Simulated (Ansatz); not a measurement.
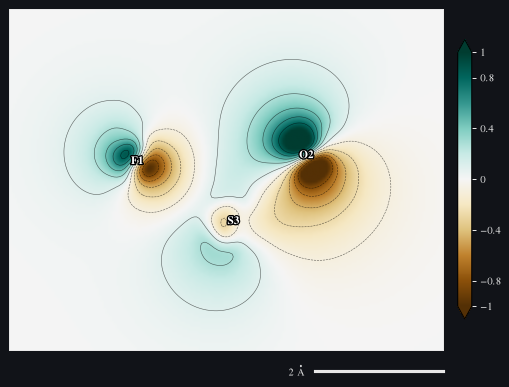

Figure 1: FOS (charge −1). The HOMO−1 on the molecular plane (values in Å⁻³ᐟ²; the overall sign is arbitrary).

Geometry: B3LYP-D4/def2-TZVPD; the highest occupied orbital lies above zero, a sign that basis and functional describe the outermost electron poorly.

Theory: Ansatz 0.2.0, isolated molecule in a Gaussian basis; Kohn-Sham density functional theory, functional PBE0.

Input

```
basis:
  gaussian: {orbitals: def2-TZVPD}
crystal:
  periodic: [false, false, false]
  atoms:
    - {symbol: F, position_ang: [-2.000724, 1.401263, -3.322094]}
    - {symbol: O, position_ang: [-4.194622, 0.203592, -2.492622]}
    - {symbol: S, position_ang: [-2.754083, -0.132200, -2.868444]}
total_charge: -1
hamiltonian: {xc: {name: PBE0}}
output: {forces: true, orbitals: {seedname: orbitals}}
```

Run with:

```sh
ansatz run input.yaml --threads 2 --pin off --max-ram 4350MiB --events-out events.jsonl --progress --plain --runs-dir runs
```

Describe this orbital and give its energy.

Answer. Its weight (Hirshfeld) is mainly on O2 (about 60 %), S3 (about 20 %) and F1 (about 15 %); it is symmetric in the molecular plane (an in-plane orbital: σ, lone-pair or in-plane π type). Its energy is −2.89 eV.
